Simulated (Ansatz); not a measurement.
# C2H8OSeSi: ionisation energy by level of theory

Aim: the vertical ionisation energy of C2H8OSeSi, as cation minus neutral at the neutral's geometry, on several levels, and how well −ε(HOMO) stands in for it.

The runs use Ansatz 0.2.0, Gaussian basis; unrestricted cation, the program's frozen cores in correlated methods.

Levels to be run: UKS PBE-D4/def2-TZVPP; UKS r2SCAN-D4/def2-TZVPP; UKS PBE0-D4/def2-TZVPP; UKS B3LYP-D4/def2-TZVPP; UKS wB97X-V/def2-TZVPP; UKS wB97M-V/def2-TZVPP; UKS B2PLYP/def2-TZVPP; UHF-CCSD(T)/def2-TZVPP; UHF-MP2/def2-QZVPP; extrapolation to the limit; then −ε(HOMO) from the neutral's earlier runs with LDA (SPW92), PBE-D4, revPBE-D4, BLYP-D4, r2SCAN-D4, B97M-V, PBE0-D4, B3LYP-D4, r2SCANh-D4, r2SCAN0-D4, HSE06-D4, BHLYP-D4, CAM-B3LYP-D4, LC-ωPBE, ωB97X-V, ωB97M-V.

### Step 1. The relaxed structure

The geometry comes from an earlier relaxation with PBE0-D4 in a triple-zeta def2 set; it is a stationary point, not always the lowest conformer.

SMILES `CO[SiH](C)[SeH]`, 13 atoms, charge 0, spin multiplicity 1.

Atoms are counted from 1 here; the program's logs count them from 0.

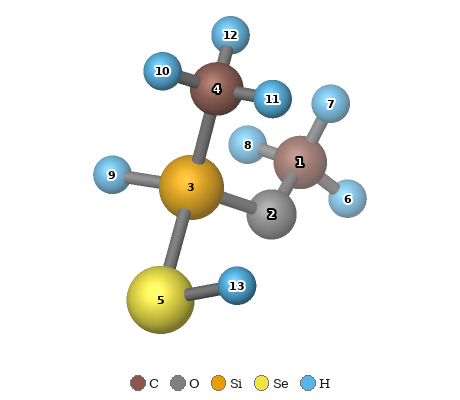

The structure; carbon brown, oxygen grey, silicon amber, selenium yellow, hydrogen blue; atoms are numbered from 1 in the order of the file.

### Step 2. Cation, UKS PBE-D4/def2-TZVPP

in.yaml

```yaml
crystal:
  periodic: [false, false, false]
  atoms:
    - {symbol: C, position_ang: [-1.698499, 0.698781, 0.960494]}
    - {symbol: O, position_ang: [-0.490720, 1.114070, 0.365393]}
    - {symbol: Si, position_ang: [0.285630, 0.232727, -0.783249]}
    - {symbol: C, position_ang: [0.857964, -1.401931, -0.102614]}
    - {symbol: Se, position_ang: [2.014897, 1.462410, -1.589801]}
    - {symbol: H, position_ang: [-2.073445, 1.516997, 1.577405]}
    - {symbol: H, position_ang: [-1.551772, -0.178030, 1.601599]}
    - {symbol: H, position_ang: [-2.458639, 0.457485, 0.207579]}
    - {symbol: H, position_ang: [-0.611856, 0.028686, -1.954529]}
    - {symbol: H, position_ang: [1.358588, -1.981700, -0.880833]}
    - {symbol: H, position_ang: [1.558736, -1.256832, 0.722975]}
    - {symbol: H, position_ang: [0.010560, -1.986157, 0.267592]}
    - {symbol: H, position_ang: [2.819055, 1.258894, -0.377110]}
basis:
  gaussian: {orbitals: def2-TZVPP}
total_charge: 1
magnetization: {spin_polarized: true, initial_magnetization: 1}
hamiltonian: {xc: pbe, dispersion: d4}
```

Run with:

```sh
> ansatz run in.yaml --threads 2 --pin off --events-out ev --progress --plain --max-ram 32768MiB --backend cuda --devices 0, --max-vram 18GiB
```

What it wrote:

```text
Functional definition: PBE
  name "PBE"
  cite "Perdew, Burke & Ernzerhof, Phys. Rev. Lett. 77, 3865 (1996) doi:10.1103/PhysRevLett.77.3865"
  parent pbe
  parameter kappa = 0.804
  parameter beta = 0.06672455060314922
  exchange = pbe_x(kappa = kappa, mu = beta*pi^2/3)
  correlation = pbe_c(beta = beta)
1658 factors; their error is unknown
mean field evaluation 1: about -77427.0849 eV, gradient 8.0e1 eV
mean field evaluation 2: about -77151.4281 eV, gradient 2.0e2 eV
mean field evaluation 4: about -77444.7083 eV, gradient 4.6e1 eV
mean field evaluation 8: about -77452.1282 eV, gradient 1.7e1 eV
mean field evaluation 16: about -77454.6977 eV, gradient 1.4e-2 eV
mean field evaluation 32: about -77454.5091 eV, gradient 2.8e0 eV
mean field evaluation 64: about -77453.9779 eV, gradient 9.7e0 eV
mean field -77454.66437966 eV, -2846.4064152952 hartree, gradient 1.7e-5 eV, S^2 0.752102; 12 other end points of the search recorded, 0 dependent functions left out
reference -77454.66442535 eV, -2846.4064169745 hartree; 38, 37 occupied and 257, 258 virtual orbitals, 1658 factors
Total energy: -77454.93714732 eV, -2846.4164393221 hartree
```

Run time: 16 s. Hardware: 1 × H100 (card shared with other runs) with 2 threads of AMD EPYC 7R13, shared host; peak host memory 0.9 GiB.

Less the neutral's -77463.8369 eV (earlier run), this gives 8.900 eV. ⟨S²⟩ = 0.752.

### Step 3. Cation, UKS r2SCAN-D4/def2-TZVPP

Changes to in.yaml since step 2:

```diff
@@ -20,2 +20,2 @@
 magnetization: {spin_polarized: true, initial_magnetization: 1}
-hamiltonian: {xc: pbe, dispersion: d4}
+hamiltonian: {xc: r2scan, dispersion: d4}
```

The command is unchanged.

What it wrote, shortened:

```text
Functional definition: r2SCAN
  name "r2SCAN"
  cite "Furness, Kaplan, Ning, Perdew & Sun, J. Phys. Chem. Lett. 11, 8208 (2020) doi:10.1021/acs.jpclett.0c02405"
  cite "Furness, Kaplan, Ning, Perdew & Sun, J. Phys. Chem. Lett. 11, 9248 (2020) doi:10.1021/acs.jpclett.0c03077"
  parent r2scan
[...]
1658 factors; their error is unknown
[...]
mean field -77470.46789292 eV, -2846.9871836958 hartree, gradient 7.3e-6 eV, S^2 0.754452; 15 other end points of the search recorded, 0 dependent functions left out
reference -77470.46790927 eV, -2846.9871842967 hartree; 38, 37 occupied and 257, 258 virtual orbitals, 1658 factors
Total energy: -77470.53637639 eV, -2846.9897004168 hartree
```

Run time: 23 s. Hardware: 1 × H100 (card shared with other runs) with 2 threads of AMD EPYC 7R13, shared host; peak host memory 0.97 GiB.

The neutral molecule at this level: -77479.6031 eV. Difference: 9.067 eV. ⟨S²⟩ = 0.754.

### Step 4. Cation, UKS PBE0-D4/def2-TZVPP

Changes to in.yaml since step 3:

```diff
@@ -20,2 +20,2 @@
 magnetization: {spin_polarized: true, initial_magnetization: 1}
-hamiltonian: {xc: r2scan, dispersion: d4}
+hamiltonian: {xc: pbe0, dispersion: d4}
```

Launched as before.

What it wrote:

```text
Functional definition: PBE0
  name "PBE0"
  cite "Adamo & Barone, J. Chem. Phys. 110, 6158 (1999) doi:10.1063/1.478522"
  cite "Perdew, Burke & Ernzerhof, Phys. Rev. Lett. 77, 3865 (1996) doi:10.1103/PhysRevLett.77.3865"
  parent pbe
  parameter a = 0.25
  parameter kappa = 0.804
  parameter beta = 0.06672455060314922
  exchange = (1 - a)*pbe_x(kappa = kappa, mu = beta*pi^2/3) + a*exact_x
  correlation = pbe_c(beta = beta)
1686 factors; their error is unknown
mean field evaluation 1: about -77438.8555 eV, gradient 6.6e1 eV
mean field evaluation 2: about -77288.2042 eV, gradient 1.6e2 eV
mean field evaluation 4: about -77456.7468 eV, gradient 1.1e1 eV
mean field evaluation 8: about -77457.3450 eV, gradient 2.4e-1 eV
mean field evaluation 16: about -77457.7675 eV, gradient 1.1e-2 eV
mean field evaluation 32: about -77457.7676 eV, gradient 2.1e-4 eV
mean field -77457.76764996 eV, -2846.5204583753 hartree, gradient 9.8e-6 eV, S^2 0.754493; 6 other end points of the search recorded, 0 dependent functions left out
reference -77457.76768457 eV, -2846.5204596472 hartree; 38, 37 occupied and 257, 258 virtual orbitals, 1686 factors
Total energy: -77458.00079498 eV, -2846.5290262969 hartree
```

Wall time 14 s (1 × H100 (card shared with other runs) with 2 threads of AMD EPYC 7R13, shared host); peak host memory 0.93 GiB.

Less the neutral's -77467.1840 eV (earlier run), this gives 9.183 eV. ⟨S²⟩ = 0.754.

### Step 5. Cation, UKS B3LYP-D4/def2-TZVPP

Changes to in.yaml since step 4:

```diff
@@ -20,2 +20,2 @@
 magnetization: {spin_polarized: true, initial_magnetization: 1}
-hamiltonian: {xc: pbe0, dispersion: d4}
+hamiltonian: {xc: {name: B3LYP}, dispersion: d4}
```

Launched as before.

What it wrote, shortened:

```text
Functional definition: B3LYP
  name "B3LYP"
  cite "Stephens, Devlin, Chabalowski & Frisch, J. Phys. Chem. 98, 11623 (1994) doi:10.1021/j100096a001"
  cite "Becke, Phys. Rev. A 38, 3098 (1988) doi:10.1103/PhysRevA.38.3098"
  cite "Lee, Yang & Parr, Phys. Rev. B 37, 785 (1988) doi:10.1103/PhysRevB.37.785"
  cite "Vosko, Wilk & Nusair, Can. J. Phys. 58, 1200 (1980) doi:10.1139/p80-159"
[...]
1683 factors; their error is unknown
[...]
mean field -77475.46869677 eV, -2847.1709598475 hartree, gradient 1.7e-5 eV, S^2 0.753614; 6 other end points of the search recorded, 0 dependent functions left out
reference -77475.46899324 eV, -2847.1709707427 hartree; 38, 37 occupied and 257, 258 virtual orbitals, 1683 factors
Total energy: -77475.90868846 eV, -2847.1871292439 hartree
```

It took 15 s on 1 × H100 (card shared with other runs) with 2 threads of AMD EPYC 7R13, shared host; peak host memory 0.9 GiB.

Less the neutral's -77485.1358 eV (earlier run), this gives 9.227 eV. ⟨S²⟩ = 0.754.

### Step 6. Cation, UKS wB97X-V/def2-TZVPP

Changes to in.yaml since step 5:

```diff
@@ -20,2 +20,2 @@
 magnetization: {spin_polarized: true, initial_magnetization: 1}
-hamiltonian: {xc: {name: B3LYP}, dispersion: d4}
+hamiltonian: {xc: {name: wB97X-V}}
```

Same command.

What it wrote, shortened:

```text
Functional definition: wB97X-V
  name "wB97X-V"
  cite "Mardirossian & Head-Gordon, Phys. Chem. Chem. Phys. 16, 9904 (2014) doi:10.1039/C3CP54374A"
  cite "Becke, J. Chem. Phys. 107, 8554 (1997) doi:10.1063/1.475007"
  cite "Vydrov & Van Voorhis, J. Chem. Phys. 133, 244103 (2010) doi:10.1063/1.3521275"
[...]
      + integral(e_c_pw_opposite_spin*poly(b97_u_opposite, cos0, cos1)) + vv10(b, c)
1683 factors; their error is unknown
384 factors; integrals over basis functions are off by at most 8.8e-6 eV
[...]
mean field -77465.15786215 eV, -2846.7920436642 hartree, gradient 5.8e-5 eV, S^2 0.753128; 4 other end points of the search recorded, 0 dependent functions left out
reference -77465.15786008 eV, -2846.7920435879 hartree; 38, 37 occupied and 257, 258 virtual orbitals, 1683 factors
Total energy: -77465.15786008 eV, -2846.7920435879 hartree
```

Run time: 19 s. Hardware: 1 × H100 (card shared with other runs) with 2 threads of AMD EPYC 7R13, shared host; peak host memory 1 GiB.

Less the neutral's -77474.3954 eV (earlier run), this gives 9.238 eV. ⟨S²⟩ = 0.753.

### Step 7. Cation, UKS wB97M-V/def2-TZVPP

Changes to in.yaml since step 6:

```diff
@@ -20,2 +20,2 @@
 magnetization: {spin_polarized: true, initial_magnetization: 1}
-hamiltonian: {xc: {name: wB97X-V}}
+hamiltonian: {xc: {name: wB97M-V}}
```

Same command.

What it wrote, shortened:

```text
Functional definition: wB97M-V
  name "wB97M-V"
  cite "Mardirossian & Head-Gordon, J. Chem. Phys. 144, 214110 (2016) doi:10.1063/1.4952647"
  cite "Becke, J. Chem. Phys. 107, 8554 (1997) doi:10.1063/1.475007"
  cite "Vydrov & Van Voorhis, J. Chem. Phys. 133, 244103 (2010) doi:10.1063/1.3521275"
  # Of w^i u^j: cxij and so on, Table III.
[...]
  gx(w, u) = 1 - cx + cx01*u + cx10*w
  gss(w, u) = css00 + css04*u^4 + css10*w + css20*w^2 + css43*w^4*u^3
  gos(w, u) = cos00 + cos10*w + (cos20 + cos21*u)*w^2 + (cos60 + cos61*u)*w^6
[...]
      + integral(e_c_pw_mod_opposite_spin*gos(b97_w_opposite, b97_u_opposite)) + vv10(b, c)
1669 factors; their error is unknown
384 factors; integrals over basis functions are off by at most 8.8e-6 eV
[...]
mean field -77467.43707413 eV, -2846.8758031595 hartree, gradient 7.0e-5 eV, S^2 0.752930; 4 other end points of the search recorded, 0 dependent functions left out
reference -77467.43712954 eV, -2846.8758051959 hartree; 38, 37 occupied and 257, 258 virtual orbitals, 1669 factors
Total energy: -77467.43712954 eV, -2846.8758051959 hartree
```

Run time: 12 s. Hardware: 1 × H100 (card shared with other runs) with 2 threads of AMD EPYC 7R13, shared host; peak host memory 1.1 GiB.

The neutral molecule at this level: -77476.6262 eV. Difference: 9.189 eV. ⟨S²⟩ = 0.753.

### Step 8. Cation, UKS B2PLYP (frozen core)/def2-TZVPP

Changes to in.yaml since step 7:

```diff
@@ -20,2 +20,2 @@
 magnetization: {spin_polarized: true, initial_magnetization: 1}
-hamiltonian: {xc: {name: wB97M-V}}
+hamiltonian: {xc: {name: B2PLYP}}
```

Launched as before.

What it wrote, shortened:

```text
Functional definition: B2PLYP
  name "B2PLYP"
  cite "Grimme, J. Chem. Phys. 124, 034108 (2006) doi:10.1063/1.2148954"
  cite "Becke, Phys. Rev. A 38, 3098 (1988) doi:10.1103/PhysRevA.38.3098"
  cite "Lee, Yang & Parr, Phys. Rev. B 37, 785 (1988) doi:10.1103/PhysRevB.37.785"
[...]
1751 factors; integrals over basis functions are off by at most 8.9e-4 eV
[...]
mean field -77448.28329848 eV, -2846.1719148871 hartree, gradient 3.3e-6 eV, S^2 0.755704; 4 other end points of the search recorded, 0 dependent functions left out
17 core orbitals not correlated: weight in the atoms' cores, before any rotation towards them, 1.000 or more for the frozen orbitals, at most 0.000 for the correlated occupied ones
reference -77448.28348626 eV, -2846.1719217880 hartree; 21, 20 occupied and 257, 258 virtual orbitals, 1751 factors
second order -31.11787885 eV of doubles, -0.00000000 eV of singles
Total energy: -77456.68531355 eV, -2846.4806832459 hartree
```

It took 7.5 s on 1 × H100 (card shared with other runs) with 2 threads of AMD EPYC 7R13, shared host; peak host memory 1.3 GiB.

The neutral molecule at this level: -77465.8600 eV. Difference: 9.175 eV. ⟨S²⟩ = 0.756.

### Step 9. Cation, UHF-CCSD(T)/def2-TZVPP

Changes to in.yaml since step 8:

```diff
@@ -20,2 +20,3 @@
 magnetization: {spin_polarized: true, initial_magnetization: 1}
-hamiltonian: {xc: {name: B2PLYP}}
+correlation: {method: ccsd_t}
+scf: {omitted_lower_state_checks: [cluster_reference]}
```

Launched as before.

What it wrote, shortened:

```text
Functional definition: HF
  name "HF"
  cite "Fock, Z. Phys. 61, 126 (1930) doi:10.1007/BF01340294"
  parent pbe
[...]
1751 factors; integrals over basis functions are off by at most 8.9e-4 eV
[...]
mean field -77386.11929015 eV, -2843.8874297172 hartree, gradient 8.1e-6 eV, S^2 0.762492; 4 other end points of the search recorded, 0 dependent functions left out
17 core orbitals not correlated: weight in the atoms' cores, before any rotation towards them, 1.000 or more for the frozen orbitals, at most 0.000 for the correlated occupied ones
reference -77386.11929015 eV, -2843.8874297172 hartree; 21, 20 occupied and 257, 258 virtual orbitals, 1751 factors
second order -25.78084139 eV of doubles, -0.00000000 eV of singles
cycle   1  -26.38567682 eV  change   -6.0e-1 eV  update   1.1e-1
[...]
cycle  14  -27.16526430 eV  change   -4.4e-5 eV  update   3.6e-5
perturbative correction -0.98704361 eV, -0.0362731837 hartree
Total energy: -77414.27159806 eV, -2844.9220079508 hartree
Checks for a lower state left out: cluster_reference
```

Wall time 35 s (1 × H100 (card shared with other runs) with 2 threads of AMD EPYC 7R13, shared host); peak host memory 1.2 GiB.

The neutral molecule at this level: -77423.4731 eV. Difference: 9.202 eV. ⟨S²⟩ = 0.762. T1 = 0.011 (report).

### Step 10. Cation, UHF-MP2/def2-QZVPP

Changes to in.yaml since step 9:

```diff
@@ -17,6 +17,6 @@
 basis:
-  gaussian: {orbitals: def2-TZVPP}
+  gaussian: {orbitals: "def2-QZVPP.json"}
 total_charge: 1
 magnetization: {spin_polarized: true, initial_magnetization: 1}
-correlation: {method: ccsd_t}
+correlation: {method: mp2}
 scf: {omitted_lower_state_checks: [cluster_reference]}
```

Same command.

What it wrote, shortened:

```text
Functional definition: HF
  name "HF"
  cite "Fock, Z. Phys. 61, 126 (1930) doi:10.1007/BF01340294"
  parent pbe
[...]
3435 factors; integrals over basis functions are off by at most 7.9e-4 eV
[...]
mean field -77387.87092304 eV, -2843.9518010389 hartree, gradient 3.1e-6 eV, S^2 0.762776; 4 other end points of the search recorded, 0 dependent functions left out
17 core orbitals not correlated: weight in the atoms' cores, before any rotation towards them, 1.000 or more for the frozen orbitals, at most 0.000 for the correlated occupied ones
reference -77387.87092304 eV, -2843.9518010389 hartree; 21, 20 occupied and 532, 533 virtual orbitals, 3435 factors
second order -35.31643563 eV of doubles, -0.00000000 eV of singles
Total energy: -77423.18735867 eV, -2845.2496561099 hartree
Checks for a lower state left out: cluster_reference
```

Wall time 16 s (1 × H100 (card shared with other runs) with 2 threads of AMD EPYC 7R13, shared host); peak host memory 1.2 GiB.

The neutral molecule at this level: -77432.5604 eV. Difference: 9.373 eV. ⟨S²⟩ = 0.763.

### Step 11. The basis-set limit

This step is arithmetic on the last runs, with X = 3 and 4: exp(−7.88√X) for Hartree-Fock, X^−2.97 for correlation; only MP2 was run in the larger set, so CCSD(T) minus MP2 is added from the smaller one.

| level | energy at the limit (eV) |
| --- | --- |
| HF | -77388.1122 |
| MP2 | -77430.4920 |
| CCSD | -77431.8764 |
| CCSD(T) | -77432.8635 |

This is no true limit for total energies: MP2 correlation changes by a factor of 1.37 from triple to quadruple zeta (about 1.07 in light molecules), because outer-core shells are correlated in sets not made for them. Much of that cancels between molecule and atoms or ions.

The neutral's limit, from its own earlier runs, is -77442.2766 eV in the additive form (MP2 limit plus CCSD(T) minus MP2 in triple zeta), in which the cation has -77432.8635 eV.

### Step 12. The ladder

Differences are taken before rounding.

| method | ionisation energy (eV) | from CCSD(T)/CBS (eV) | time |
| --- | --- | --- | --- |
| PBE-D4 | 8.90 | -0.51 | 22 s |
| r2SCAN-D4 | 9.07 | -0.35 | 29 s |
| PBE0-D4 | 9.18 | -0.23 | 21 s |
| B3LYP-D4 | 9.23 | -0.19 | 19 s |
| ωB97X-V | 9.24 | -0.18 | 25 s |
| ωB97M-V | 9.19 | -0.22 | 19 s |
| B2PLYP | 9.17 | -0.24 | 15 s |
| HF/def2-TZVPP | 8.16 | -1.25 |  |
| MP2/def2-TZVPP | 9.25 | -0.16 |  |
| CCSD/def2-TZVPP | 9.13 | -0.28 |  |
| CCSD(T)/def2-TZVPP | 9.20 | -0.21 | 44 s |
| CCSD(T)/CBS | 9.41 | 0 | 68 s |

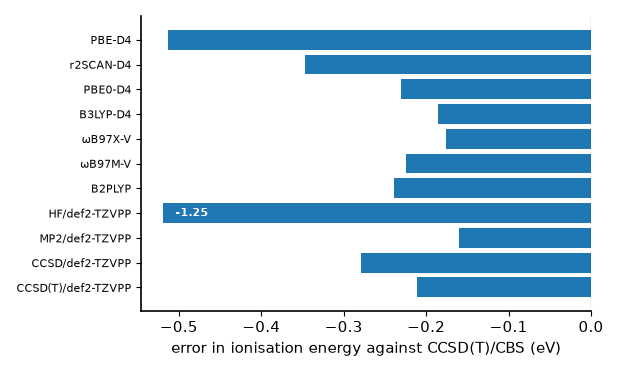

Deviations from CCSD(T)/CBS, method by method. Bars with a number in them are cut short.

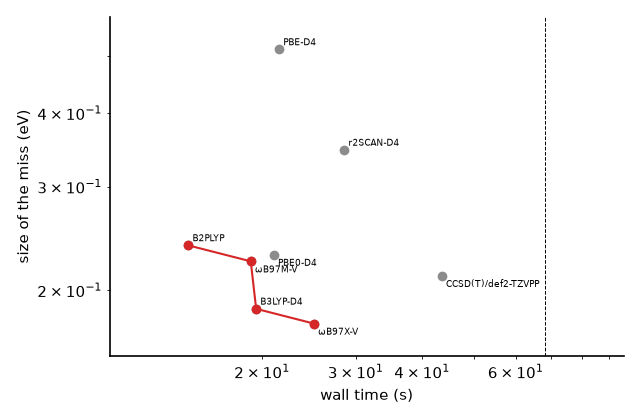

Accuracy for the time spent; red marks the levels that beat every quicker one drawn (of those quicker than the yardstick), and the dashed line is the time of CCSD(T)/CBS. Times are from a shared host.

Times add the cation's run and the neutral's; HF, MP2 and CCSD come out of the CCSD(T) runs.

Orbital estimates, from the neutral's runs:

| functional | −ε(HOMO) (eV) | by energy difference (eV) |
| --- | --- | --- |
| LDA (SPW92) | 5.98 |  |
| PBE-D4 | 5.84 | 8.90 |
| revPBE-D4 | 5.79 |  |
| BLYP-D4 | 5.65 |  |
| r2SCAN-D4 | 6.11 | 9.07 |
| B97M-V | 6.20 |  |
| PBE0-D4 | 6.98 | 9.18 |
| B3LYP-D4 | 6.73 | 9.23 |
| r2SCANh-D4 | 6.53 |  |
| r2SCAN0-D4 | 7.16 |  |
| HSE06-D4 | 6.59 |  |
| BHLYP-D4 | 7.95 |  |
| CAM-B3LYP-D4 | 8.25 |  |
| LC-ωPBE | 9.64 |  |
| ωB97X-V | 9.29 | 9.24 |
| ωB97M-V | 9.16 | 9.19 |

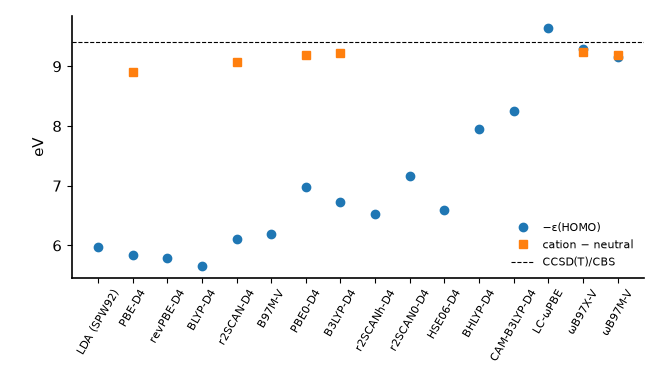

Orbital estimates and energy differences by functional.

### Step 13. What came out

| quantity | value |
| --- | --- |
| ionisation energy, CCSD(T)/CBS | 9.41 eV |
| nearest functional by difference | ωB97X-V (-0.18 eV) |
| nearest −ε(HOMO) | ωB97X-V (-0.12 eV) |
| −ε(HOMO) of PBE | 5.84 eV |
| T1 of the cation | 0.011 |

Energy differences with functionals land within 0.51 eV of the reference. −ε(HOMO) of PBE misses by 3.6 eV, since self-interaction lifts the level. Among orbital estimates ωB97X-V comes nearest. Hartree-Fock falls 1.25 eV short, as the neutral has more correlation energy than the cation. Correlated methods include outer-core shells of Se, which these sets cover unevenly. With outer-core shells in play the reference is unsure by up to some tenths of an eV, so close misses can't be ranked.

ωB97X-V reaches 0.18 eV from the reference in 25 s, where CCSD(T)/CBS took 68 s; the quickest level in the cost chart, B2PLYP, takes 15 s and misses by 0.24 eV.
